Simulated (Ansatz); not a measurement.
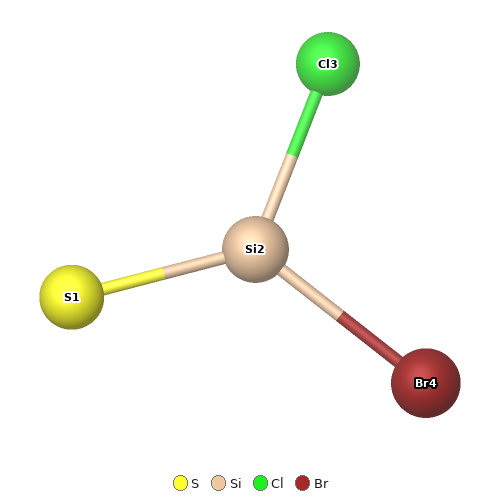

The system is BrClSSi, SMILES S=[Si](Cl)Br; the picture shows the reference structure. 
- Coordinates scanned: (1) umbrella angle at Si2 (between each of its bonds and their common axis; 90 is planar); (2) change of the bonds Si2–S1, Si2–Cl3, Si2–Br4, all alike.
- Nothing is relaxed (all other coordinates rigid).
- The grid has 11 × 11 points; 66 points were computed and 55 follow by symmetry.
- Points are written as (first, second).
- All energies are given in kJ/mol relative to the relaxed molecule at the same level.
- The calculation used RKS CAM-B3LYP-D4/def2-SVP (Ansatz 0.2.0).

Its coordinates:

```xyz
4

S    -0.2935   -2.0395    0.2503
Si   -0.0024   -0.1457    0.0359
Cl    1.3499    0.9877    1.0504
Br   -1.0540    1.1976   -1.3365
```

Range: umbrella angle at Si2 (between each of its bonds and their common axis; 90 is planar) from 66.0 to 114.0°; change of the bonds Si2–S1, Si2–Cl3, Si2–Br4, all alike from −0.226 to 0.349 Å.

Q: Predict the map.

A: The lowest grid point is at (90.0°, 0.004 Å), 0.06 kJ/mol from the relaxed molecule at the same level. No other kind of well shows on this grid. The highest grid point, (66.0°, −0.226 Å), lies 527 kJ/mol above the lowest. Round the minimum the two coordinates are nearly uncoupled.

```csv
"second ↓, first →",66.0,70.8,75.6,80.4,85.2,90.0,94.8,99.6,104.4,109.2,114.0
0.349,327,301,282,268,260,258,260,268,282,301,327
0.291,276,246,223,207,198,195,198,207,223,246,276
0.234,232,196,170,151,141,137,141,151,170,196,232
0.176,194,152,122,101,89,85,89,101,122,152,194
0.119,167,119,85,61,47,42,47,61,85,119,167
0.062,154,100,61,34,18,12,18,34,61,100,154
0.004,162,99,55,24,6,0,6,24,55,99,162
−0.053,194,123,72,38,18,11,18,38,72,123,194
−0.111,260,179,122,83,60,53,60,83,122,179,260
−0.168,366,275,210,166,140,132,140,166,210,275,366
−0.226,527,424,350,301,272,263,272,301,350,424,527
```

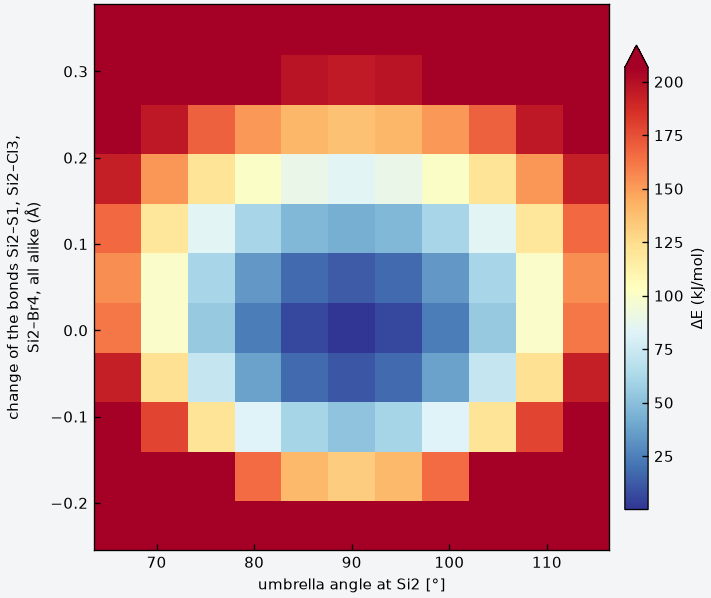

Drawn: one coloured cell a grid point, one colour for all values above the top of the scale.

Time for the 66 points that were run: 5.8 min on 1 thread of Arm Neoverse V1, on a shared host.
